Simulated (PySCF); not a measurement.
# C₂H₁₀SSi₃: electronic excitations at several levels of theory, part 2 of 2

PySCF 2.14.0. Atoms count from 0. Earlier steps stand in the parts before.

## 5. TDDFT and polarisability: LC-wPBE/def2-SVPD

Job settings and geometry (Å):

```
{"job": {"kind": "uv", "xc": "LC-wPBE", "basis": "def2-SVPD", "ip": true}, "charge": 0, "multiplicity": 1}
C      2.837589    -0.898715    -0.008768
C      1.506471    -0.370543     0.405799
S      0.852694    -0.663409     1.870693
Si     0.493169     0.730826    -0.778721
Si    -1.756938     0.124542    -0.563333
Si    -2.532401     0.385043     1.638683
H      3.498417    -0.066207    -0.307767
H      3.314311    -1.482177     0.791450
H      2.724059    -1.528216    -0.908915
H      1.007850     0.595117    -2.181479
H      0.708701     2.150335    -0.353666
H     -2.564741     0.978759    -1.494165
H     -1.902945    -1.299587    -1.006400
H     -4.007992     0.651012     1.588739
H     -1.872198     1.555174     2.291025
H     -2.312671    -0.851926     2.443003
```

With the program's defaults for keys left out, this is: TDDFT LC-wPBE/def2-SVPD, vertical, gas phase, core orbitals frozen in the response.

Standard output:

```text
coarse grid: 14872 points
cycle   1  E = -1347.6904384155  dE =  1.344e-01  |g| = 4.401e-01  |ddm| = 4.596e+00
cycle   2  E = -1347.7004104519  dE = -9.972e-03  |g| = 5.169e-01  |ddm| = 1.425e+00
cycle   3  E = -1347.7694473086  dE = -6.904e-02  |g| = 4.705e-02  |ddm| = 7.463e-01
cycle   4  E = -1347.7709261503  dE = -1.479e-03  |g| = 2.113e-02  |ddm| = 2.101e-01
cycle   5  E = -1347.7711543482  dE = -2.282e-04  |g| = 5.685e-03  |ddm| = 7.606e-02
cycle   6  E = -1347.7711830513  dE = -2.870e-05  |g| = 2.588e-03  |ddm| = 2.802e-02
cycle   7  E = -1347.7711894219  dE = -6.371e-06  |g| = 9.200e-04  |ddm| = 1.247e-02
final grid: 123664 points
cycle   8  E = -1347.9771270958  dE = -2.811e-05  |g| = 4.764e-03  |ddm| = 5.887e-02
cycle   9  E = -1347.9771270398  dE =  5.594e-08  |g| = 5.109e-03  |ddm| = 1.286e-02
cycle  10  E = -1347.9771336950  dE = -6.655e-06  |g| = 4.471e-04  |ddm| = 6.754e-03
cycle  11  E = -1347.9771337867  dE = -9.171e-08  |g| = 2.621e-04  |ddm| = 1.296e-03
cycle  12  E = -1347.9771338310  dE = -4.423e-08  |g| = 9.435e-05  |ddm| = 8.452e-04
cycle  13  E = -1347.9771338401  dE = -9.130e-09  |g| = 3.186e-05  |ddm| = 4.255e-04
cycle  14  E = -1347.9771338420  dE = -1.949e-09  |g| = 1.217e-05  |ddm| = 2.088e-04
cycle  15  E = -1347.9771338424  dE = -3.738e-10  |g| = 7.130e-06  |ddm| = 6.736e-05
converged SCF energy = -1347.9771338424

Static polarisability (au): isotropic 131.535, principal 103.492 134.050 157.063

Singlet excitations
state   eV       nm        f      main configurations
  1   2.1797    568.8   0.00014   H->L 0.97
  2   5.2361    236.8   0.05327   H-1->L 0.58, H-2->L 0.26, H-5->L 0.09
  3   5.6299    220.2   0.03958   H-5->L 0.47, H-3->L 0.24, H-7->L 0.12
  4   5.9784    207.4   0.10228   H-1->L 0.30, H-2->L 0.28, H-3->L 0.20
  5   6.3480    195.3   0.03603   H->L+1 0.68, H->L+4 0.10
  6   6.7561    183.5   0.00092   H-3->L 0.38, H-2->L 0.32
  7   6.9564    178.2   0.03608   H->L+2 0.22, H->L+3 0.14, H-1->L+3 0.14
  8   7.0107    176.8   0.09681   H-1->L+1 0.23, H->L+2 0.14, H-1->L+3 0.11
  9   7.1378    173.7   0.01912   H->L+5 0.24, H->L+2 0.20, H->L+3 0.13
 10   7.2688    170.6   0.10659   H-1->L+1 0.21, H->L+3 0.13, H-1->L+5 0.09

Triplet excitations (Tamm-Dancoff, eV): 1.6501 2.8910 4.8221 5.4429
Vertical ionisation energy (delta-SCF) = 8.5151 eV
Vertical electron affinity (delta-SCF) = 1.1128 eV
```

Wall time 2.1 min (1 thread, shared host).

In short: HOMO -9.18 eV, LUMO -0.46 eV; lowest singlet 2.18 eV.

## 6. TDDFT and polarisability: PBE0/6-31G*

Settings changed since step 5:

```diff
@@ -1,2 +1,2 @@
-{"job": {"kind": "uv", "xc": "LC-wPBE", "basis": "def2-SVPD", "ip": true}, "charge": 0, "multiplicity": 1}
+{"job": {"kind": "uv", "xc": "PBE0", "basis": "6-31G*"}, "charge": 0, "multiplicity": 1}
 C      2.837589    -0.898715    -0.008768
```

With the program's defaults for keys left out, this is: TDDFT PBE0/6-31G*, vertical, gas phase, core orbitals frozen in the response.

Standard output:

```text
coarse grid: 14872 points
cycle   1  E = -1348.2437026336  dE =  9.150e-02  |g| = 2.743e-01  |ddm| = 3.548e+00
cycle   2  E = -1348.2150627070  dE =  2.864e-02  |g| = 4.202e-01  |ddm| = 8.738e-01
cycle   3  E = -1348.2659405437  dE = -5.088e-02  |g| = 1.126e-01  |ddm| = 6.007e-01
cycle   4  E = -1348.2693855786  dE = -3.445e-03  |g| = 2.770e-02  |ddm| = 1.407e-01
cycle   5  E = -1348.2696036433  dE = -2.181e-04  |g| = 2.894e-03  |ddm| = 3.598e-02
cycle   6  E = -1348.2696065045  dE = -2.861e-06  |g| = 8.206e-04  |ddm| = 6.500e-03
final grid: 123664 points
cycle   7  E = -1348.1854736924  dE =  2.942e-06  |g| = 9.280e-03  |ddm| = 2.070e-02
cycle   8  E = -1348.1853880398  dE =  8.565e-05  |g| = 1.930e-02  |ddm| = 3.138e-02
cycle   9  E = -1348.1854985034  dE = -1.105e-04  |g| = 1.594e-03  |ddm| = 2.249e-02
cycle  10  E = -1348.1854992219  dE = -7.185e-07  |g| = 1.245e-04  |ddm| = 1.759e-03
cycle  11  E = -1348.1854992260  dE = -4.132e-09  |g| = 4.436e-05  |ddm| = 2.513e-04
cycle  12  E = -1348.1854992267  dE = -6.821e-10  |g| = 1.221e-05  |ddm| = 8.787e-05
converged SCF energy = -1348.1854992267

Static polarisability (au): isotropic 114.866, principal 84.908 116.012 143.679

Singlet excitations
state   eV       nm        f      main configurations
  1   2.2316    555.6   0.00026   H->L 0.99
  2   4.4485    278.7   0.03020   H-1->L 0.96
  3   4.9834    248.8   0.01583   H-2->L 0.78, H-3->L 0.17
  4   5.3263    232.8   0.01959   H->L+1 0.95
  5   5.4936    225.7   0.01383   H-5->L 0.67, H-2->L 0.09
  6   5.7419    215.9   0.05267   H-3->L 0.56, H->L+2 0.11
  7   5.7788    214.6   0.00964   H->L+2 0.86
  8   6.0208    205.9   0.00373   H-4->L 0.78, H->L+3 0.16
  9   6.1045    203.1   0.01260   H->L+3 0.74, H-4->L 0.13
 10   6.3925    194.0   0.02445   H-6->L 0.82

Triplet excitations (Tamm-Dancoff, eV): 1.7059 3.0750 4.3306 4.7059
```

It took 12 s on 1 thread, shared host.

Key values: HOMO -6.40 eV, LUMO -2.45 eV; lowest singlet 2.23 eV.

## 7. Excited states and response: PBE0/def2-SVP

Settings changed since step 6:

```diff
@@ -1,2 +1,2 @@
-{"job": {"kind": "uv", "xc": "PBE0", "basis": "6-31G*"}, "charge": 0, "multiplicity": 1}
+{"job": {"kind": "uv", "xc": "PBE0", "basis": "def2-SVP"}, "charge": 0, "multiplicity": 1}
 C      2.837589    -0.898715    -0.008768
```

Level: TDDFT PBE0/def2-SVP, vertical, gas phase, core orbitals frozen in the response.

Standard output:

```text
coarse grid: 14872 points
cycle   1  E = -1347.6291299807  dE =  4.857e-02  |g| = 2.691e-01  |ddm| = 3.835e+00
cycle   2  E = -1347.5995989001  dE =  2.953e-02  |g| = 4.229e-01  |ddm| = 9.291e-01
cycle   3  E = -1347.6500143731  dE = -5.042e-02  |g| = 1.069e-01  |ddm| = 6.380e-01
cycle   4  E = -1347.6530744073  dE = -3.060e-03  |g| = 2.977e-02  |ddm| = 1.387e-01
cycle   5  E = -1347.6533265462  dE = -2.521e-04  |g| = 3.135e-03  |ddm| = 3.872e-02
cycle   6  E = -1347.6533296461  dE = -3.100e-06  |g| = 1.030e-03  |ddm| = 7.809e-03
final grid: 123664 points
cycle   7  E = -1347.8074503495  dE = -1.283e-06  |g| = 8.716e-03  |ddm| = 2.628e-02
cycle   8  E = -1347.8073777932  dE =  7.256e-05  |g| = 1.785e-02  |ddm| = 3.005e-02
cycle   9  E = -1347.8074714221  dE = -9.363e-05  |g| = 1.680e-03  |ddm| = 2.178e-02
cycle  10  E = -1347.8074722168  dE = -7.947e-07  |g| = 1.349e-04  |ddm| = 1.909e-03
cycle  11  E = -1347.8074722224  dE = -5.567e-09  |g| = 3.917e-05  |ddm| = 2.894e-04
cycle  12  E = -1347.8074722230  dE = -5.671e-10  |g| = 1.217e-05  |ddm| = 8.520e-05
converged SCF energy = -1347.8074722230

Static polarisability (au): isotropic 120.476, principal 91.410 120.479 149.539

Singlet excitations
state   eV       nm        f      main configurations
  1   2.2131    560.2   0.00030   H->L 0.99
  2   4.4403    279.2   0.02554   H-1->L 0.96
  3   4.9590    250.0   0.01521   H-2->L 0.80, H-3->L 0.14
  4   5.3197    233.1   0.03466   H->L+1 0.89
  5   5.4918    225.8   0.00944   H-5->L 0.67, H-7->L 0.08
  6   5.6800    218.3   0.01574   H->L+2 0.69, H-3->L 0.21
  7   5.7545    215.5   0.03668   H-3->L 0.41, H->L+2 0.30
  8   5.9577    208.1   0.00542   H-4->L 0.89
  9   6.2030    199.9   0.00550   H->L+3 0.72, H-6->L 0.16
 10   6.3405    195.5   0.02951   H-6->L 0.72, H->L+3 0.16

Triplet excitations (Tamm-Dancoff, eV): 1.6659 3.0667 4.3300 4.7000
```

Run time: 16 s. Hardware: 1 thread, shared host.

In short: HOMO -6.46 eV, LUMO -2.52 eV; lowest singlet 2.21 eV.

## 8. TDDFT and polarisability: PBE0/def2-TZVP

Settings changed since step 7:

```diff
@@ -1,2 +1,2 @@
-{"job": {"kind": "uv", "xc": "PBE0", "basis": "def2-SVP"}, "charge": 0, "multiplicity": 1}
+{"job": {"kind": "uv", "xc": "PBE0", "basis": "def2-TZVP"}, "charge": 0, "multiplicity": 1}
 C      2.837589    -0.898715    -0.008768
```

With the program's defaults for keys left out, this is: TDDFT PBE0/def2-TZVP, vertical, gas phase, core orbitals frozen in the response.

Standard output:

```text
coarse grid: 14872 points
cycle   1  E = -1348.3087758035  dE =  6.494e-02  |g| = 3.054e-01  |ddm| = 2.939e+00
cycle   2  E = -1348.2895711372  dE =  1.920e-02  |g| = 3.991e-01  |ddm| = 6.443e-01
cycle   3  E = -1348.3291194253  dE = -3.955e-02  |g| = 1.389e-01  |ddm| = 4.373e-01
cycle   4  E = -1348.3337717204  dE = -4.652e-03  |g| = 4.546e-02  |ddm| = 1.173e-01
cycle   5  E = -1348.3343330835  dE = -5.614e-04  |g| = 5.072e-03  |ddm| = 3.501e-02
cycle   6  E = -1348.3343393873  dE = -6.304e-06  |g| = 1.824e-03  |ddm| = 7.993e-03
final grid: 123664 points
cycle   7  E = -1348.3293926887  dE = -2.074e-05  |g| = 9.410e-03  |ddm| = 3.429e-02
cycle   8  E = -1348.3293268489  dE =  6.584e-05  |g| = 1.788e-02  |ddm| = 1.780e-02
cycle   9  E = -1348.3294115040  dE = -8.466e-05  |g| = 2.337e-03  |ddm| = 1.357e-02
cycle  10  E = -1348.3294130849  dE = -1.581e-06  |g| = 3.620e-04  |ddm| = 2.056e-03
cycle  11  E = -1348.3294131195  dE = -3.469e-08  |g| = 6.512e-05  |ddm| = 3.079e-04
cycle  12  E = -1348.3294131208  dE = -1.231e-09  |g| = 2.381e-05  |ddm| = 8.399e-05
cycle  13  E = -1348.3294131209  dE = -1.621e-10  |g| = 5.124e-06  |ddm| = 2.365e-05
converged SCF energy = -1348.3294131209

Static polarisability (au): isotropic 132.695, principal 100.899 135.023 162.163

Singlet excitations
state   eV       nm        f      main configurations
  1   2.1684    571.8   0.00026   H->L 0.99
  2   4.3022    288.2   0.02423   H-1->L 0.96
  3   4.8453    255.9   0.01588   H-2->L 0.83, H-3->L 0.11
  4   5.1253    241.9   0.02645   H->L+1 0.93
  5   5.3677    231.0   0.01462   H-5->L 0.60, H-3->L 0.10, H-2->L 0.08
  6   5.4957    225.6   0.01167   H->L+2 0.74, H-3->L 0.14
  7   5.5879    221.9   0.03427   H-3->L 0.45, H->L+2 0.23, H-5->L 0.10
  8   5.8343    212.5   0.00543   H->L+3 0.70, H-4->L 0.23
  9   5.8999    210.1   0.00462   H-4->L 0.71, H->L+3 0.20
 10   6.1219    202.5   0.00156   H->L+4 0.88

Triplet excitations (Tamm-Dancoff, eV): 1.6420 3.0277 4.1966 4.5945
```

Wall time 41 s (1 thread, shared host).

In short: HOMO -6.51 eV, LUMO -2.60 eV; lowest singlet 2.17 eV.

## 9. Comparing the runs: electronic excitations

Excitations and ground-state properties, with basis size and wall time:

| run | lowest singlet (eV) | brightest (eV) | f | gap (eV) | α (Å³) | μ (D) | functions | time |
| --- | --- | --- | --- | --- | --- | --- | --- | --- |
| CAM-B3LYP/def2-SVPD | 2.20 | 5.53 | 0.071 | 6.35 | 20.01 | 2.25 | 219 | 1.7 min |
| wB97X-D/def2-SVPD | 2.18 | 5.53 | 0.081 | 7.46 | 19.99 | 2.30 | 219 | 96 s |
| LC-wPBE/def2-SVPD | 2.18 | 7.27 | 0.107 | 8.73 | 19.49 | 2.29 | 219 | 2.1 min |
| PBE0/6-31G* | 2.23 | 5.74 | 0.053 | 3.96 | 17.02 | 2.35 | 120 | 12 s |
| PBE0/def2-SVP | 2.21 | 5.75 | 0.037 | 3.94 | 17.85 | 2.29 | 150 | 16 s |
| PBE0/def2-TZVP | 2.17 | 5.59 | 0.034 | 3.90 | 19.66 | 2.23 | 270 | 41 s |

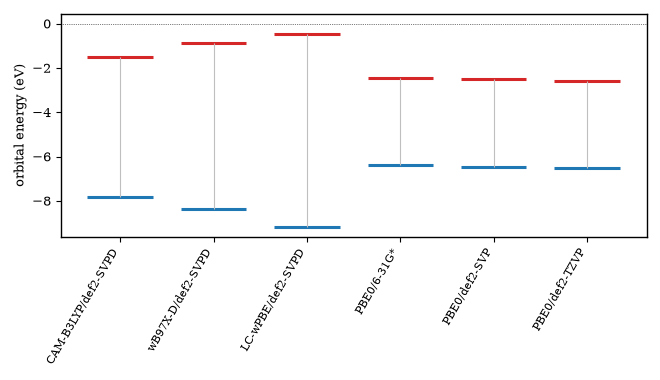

HOMO (blue) and LUMO (red) run by run.

## 10. Outcome

This closing draws on all 2 parts.

```
                                quantity                        value
                             point group                           C1
    rotational constants (main isotopes)         2.10, 0.95, 0.71 GHz
    lowest singlet (CAM-B3LYP/def2-SVPD)  2.20 eV (564 nm), f = 0.000
brightest single state of those computed  state 4, 5.53 eV, f = 0.071
                          lowest triplet                      1.71 eV
       vertical ionisation energy (ΔSCF)                      8.43 eV
       vertical electron affinity (ΔSCF)                      0.98 eV
             range of the lowest singlet              2.17 to 2.23 eV
```

Single values in the summary come from the first run of each kind that ended normally (CAM-B3LYP/def2-SVPD), which need not be the best level. Over 16 steps the energy fell by 0.208 eV; of the close pairs, Si5–H13 changed most, 1.466 to 1.500 Å. No frequency check was run at this level, so the end point may be a saddle. The lowest singlet, at 2.20 eV, is HOMO→LUMO 0.98 and is dark; of the 10 states computed, the strongest absorption comes from state 4 at 5.53 eV. The lowest triplet lies 0.49 eV below the lowest singlet (triplets in Tamm-Dancoff, singlets in full TDDFT). The orbital energy would give 7.83 eV for ionisation, ΔSCF gives 8.43 eV. The lowest singlet runs from 2.17 eV (PBE0/def2-TZVP) to 2.23 eV (PBE0/6-31G*), while the orbital gap spans 3.90 to 8.73 eV. The lowest state need not be the same one in every run. The runs solved for a few states only, so the brightest column depends on that window.
